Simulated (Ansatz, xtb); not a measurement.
Redistribution: CH2Br2 + CH2ClI → CH2BrI + CH2BrCl

Species: CH2Br2 (dibromomethane) `BrCBr`, singlet; CH2ClI (chloroiodomethane) `ClCI`, singlet; CH2BrI (bromoiodomethane) `BrCI`, singlet; CH2BrCl (bromochloromethane) `ClCBr`, singlet. The partners trade Br for I; both sit on C, so the bond types are kept.

Shapes, held fixed at every level: PBE0-D4/def2-TZVP. Programs: Ansatz 0.2.0, xtb 6.7.1. The zero-point and thermal change to 298 K, harmonic and unscaled (PBE0-D4/def2-TZVP), is 0.0 kJ/mol.

```tsv
level	kind	ΔH(298 K) (kJ/mol)	less CCSD(T)/def2-TZVPP
GFN0-xTB	semi-empirical	+1.3	+2.6
SPW92/def2-TZVPP	LDA	-0.5	+0.8
PBE-D4/def2-TZVPP	GGA	-0.5	+0.8
r2SCAN-D4/def2-TZVPP	meta-GGA	-0.6	+0.7
B3LYP-D4/def2-TZVPP	global hybrid	-0.7	+0.6
r2SCAN0-D4/def2-TZVPP	global hybrid	-0.8	+0.5
wB97M-V/def2-TZVPP	range-separated hybrid	-1.1	+0.2
MP2/def2-SVP	perturbation theory	-1.9	-0.6
CCSD(T)/def2-TZVPP	coupled cluster or CI	-1.3	0.0
```

The highest level, CCSD(T)/def2-TZVPP, gives ΔH(298 K) = -1.3 kJ/mol; the levels span -1.9 to +1.3. That is about zero within the method's error. They disagree on the sign: 1 of 9 are positive. The column of differences is taken from that level and isn't an error. No measured value is set beside it here. For atoms past krypton def2 sets carry core potentials with scalar relativity. Relativity is left out for Br. Outer-core shells of Br, I are correlated, in sets that cover them unevenly.

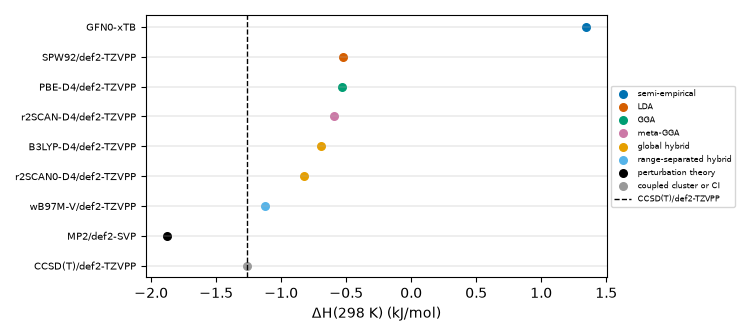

The values of the table, level by level.
